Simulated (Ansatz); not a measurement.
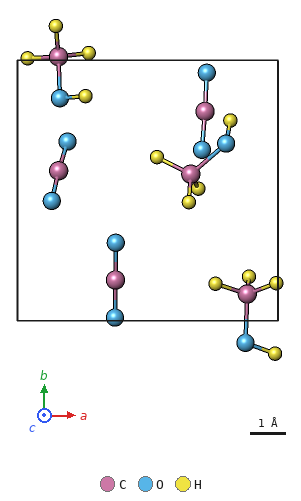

Starting frame of a dynamics run of a periodic cell with 3 CO2 + 3 CH3OH at 0.863 g/cm³. A ball-and-stick model of the simulation cell, seen along the c axis.

All numbers below come from Ansatz, DFT PBE-D3(BJ), scalar-relativistic, plane waves, PAW.

Input
```yaml
crystal:
  lattice:
    - [7.599561, 0.0, 0.0]
    - [0.0, 7.599561, 0.0]
    - [0.0, 0.0, 7.599561]
  atoms:
    - { symbol: C, position: [0.71601367, 0.80001348, -0.05775184] }
    - { symbol: O, position: [0.72289983, 0.94862379, -0.10036904] }
    - { symbol: O, position: [0.70432127, 0.65267652, -0.01273363] }
    - { symbol: C, position: [0.15410964, 0.57229964, 0.59766826] }
    - { symbol: O, position: [0.12766624, 0.45642549, 0.69556666] }
    - { symbol: O, position: [0.1880471, 0.68413714, 0.49665835] }
    - { symbol: C, position: [0.37210366, 0.15273556, 0.25176103] }
    - { symbol: O, position: [0.37339963, 0.29578825, 0.3080014] }
    - { symbol: O, position: [0.3701215, 0.00868141, 0.19671733] }
    - { symbol: C, position: [0.15341337, 1.01053588, 0.78779785] }
    - { symbol: O, position: [0.15878841, 0.85069269, 0.88718833] }
    - { symbol: H, position: [0.03502648, 1.00416896, 0.70584517] }
    - { symbol: H, position: [0.257137, 0.85882297, 0.96813131] }
    - { symbol: H, position: [0.14329646, 1.12807396, 0.87215377] }
    - { symbol: H, position: [0.26956905, 1.02442633, 0.70182715] }
    - { symbol: C, position: [0.66142552, 0.55915603, 0.51941817] }
    - { symbol: O, position: [0.79704824, 0.67657688, 0.57702577] }
    - { symbol: H, position: [0.6540087, 0.4517499, 0.6159514] }
    - { symbol: H, position: [0.81335479, 0.76532194, 0.48412668] }
    - { symbol: H, position: [0.53160205, 0.62472712, 0.51296135] }
    - { symbol: H, position: [0.69031288, 0.5034765, 0.38832463] }
    - { symbol: C, position: [0.87819726, 0.09918868, 0.32541262] }
    - { symbol: O, position: [0.87134214, -0.08862216, 0.30482981] }
    - { symbol: H, position: [0.75642803, 0.13853762, 0.39231112] }
    - { symbol: H, position: [0.98491206, -0.130014, 0.26274944] }
    - { symbol: H, position: [0.98970027, 0.1407501, 0.40858014] }
    - { symbol: H, position: [0.88476347, 0.16564174, 0.19686067] }
basis:
  ecutwfc: 420.0
kpoints:
  mp_grid: { grid: [1, 1, 1] }
hamiltonian:
  xc: pbe
  dispersion: d3bj
scf:
  occupations: { method: fermi_dirac, width: 0.02 }
  lower_state_search: "off"
md:
  timestep: 0.75
  n_steps: 300
  ensemble: nvt_langevin
  temperature: 1000.0
  initial_velocities: maxwell_boltzmann
  seed: 204159
  friction: 0.02
```

Run as
```bash
ansatz run input.yaml --threads 1 --pin off --max-ram 3072MiB --backend cpu --events-out ev --progress --plain --runs-dir out
```

Predict how the run goes.

Answer. Over the second half the temperature averages 894 K (spread ±110 K). The potential energy is still drifting at the end, so the run hasn't reached equilibrium. The potential energy in the second half lies on average 94.9 meV per atom above the first frame. In the second half of the run the atoms are, in the root-mean-square, this far from where they began (common drift taken out): H 1.16 Å, O 1.00 Å, C 0.60 Å. The heavy atoms stay within a fraction of a molecule's size of their starting places; so short a run doesn't tell a liquid from a solid.

Along the run (each row but the first and the last is the mean over the interval that it begins):

```csv
time (fs),potential energy (meV/atom),T (K)
0.0,0.0,963
27.8,65.7,751
55.5,71.6,786
83.2,70.0,800
111.0,78.3,943
138.8,93.3,939
166.5,105.0,846
194.2,102.2,847
222.0,81.8,954
```

The paths of the atoms:

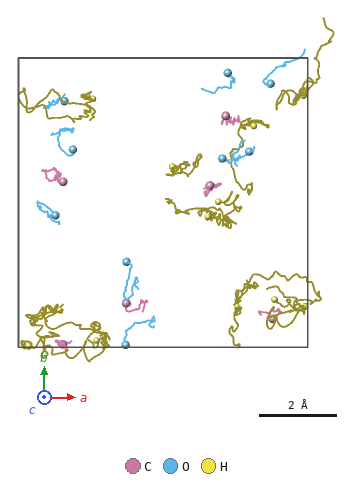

Limits of the set-up: the periodic images lie only 7.6 Å apart, so the values are limited by the cell's size.
